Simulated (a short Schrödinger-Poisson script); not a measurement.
Structure: MOS inversion layer, SiO2 on p-type Si(100), at 300 K.

```csv
layer,material,thickness (nm),Na (cm⁻³)
1,SiO2,3.1,-
2,Si,1500,7.8e16
```

Constants are typed, rounded textbook-type inputs, not results; the design itself was drawn at random and stands for no fabricated device. SiO2: permittivity 3.9, conduction-band edge (eV) 3.15, gap (eV) 9, electron mass (mₑ) 0.5. Si: permittivity 11.7, conduction-band edge (eV) 0, gap (eV) 1.124, Nv at 300 K (cm⁻³) 3.1e19.

Channel valleys (confinement mass, in-plane density-of-states mass, number): Δ2 0.916, 0.19, 2; Δ4 0.19, 0.417, 4. At the gate the conduction-band edge of layer 1 lies 3.22 eV − eVg above the Fermi level of the channel; the field vanishes at the back. Gaps are held at their typed values at every temperature. Mesh 0.03 nm at interfaces.

From a short Schrödinger-Poisson script (our own, NumPy): 1D Poisson equation in equilibrium, electrons quantum, Hartree (BenDaniel-Duke, 12 states a valley, the channel's in-plane mass for all, wave functions free to enter the dielectric), parabolic valleys, classical holes, full ionisation, no traps, pinning or gate leakage.

Only gate voltages with over 1e8 electrons/cm² are shown.

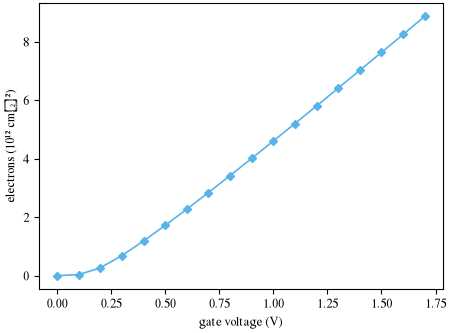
Figure. Sheet density against gate voltage

```csv
Vg (V),electrons (cm⁻²),C (μF/cm²),Δ2 E0 (meV),Δ2 E1 (meV),Δ4 E0 (meV),Δ4 E1 (meV)
0,1.26e9,0.0921,239.5,273.0,266.2,322.0
0.1,3.32e10,0.222,153.6,188.8,181.6,239.9
0.2,2.64e11,0.595,97.9,136.1,128.2,189.4
0.3,6.86e11,0.765,70.6,112.8,104.0,168.4
0.4,1.18e12,0.837,54.0,100.3,90.5,157.7
0.5,1.72e12,0.877,41.9,92.2,81.5,151.3
0.6,2.27e12,0.904,32.4,86.5,74.8,146.9
0.7,2.84e12,0.922,24.5,82.1,69.5,143.7
0.8,3.42e12,0.936,17.7,78.6,65.1,141.3
0.9,4.01e12,0.947,11.7,75.8,61.4,139.4
1,4.60e12,0.956,6.2,73.4,58.2,137.9
1.1,5.20e12,0.964,1.2,71.3,55.3,136.6
1.2,5.80e12,0.970,-3.4,69.5,52.7,135.5
1.3,6.41e12,0.975,-7.8,67.9,50.3,134.5
1.4,7.02e12,0.980,-11.9,66.5,48.0,133.7
1.5,7.63e12,0.984,-15.8,65.2,45.9,133.0
1.6,8.25e12,0.988,-19.5,64.1,44.0,132.4
1.7,8.87e12,0.991,-23.1,63.0,42.1,131.8
```

Subbands count from the Fermi level.
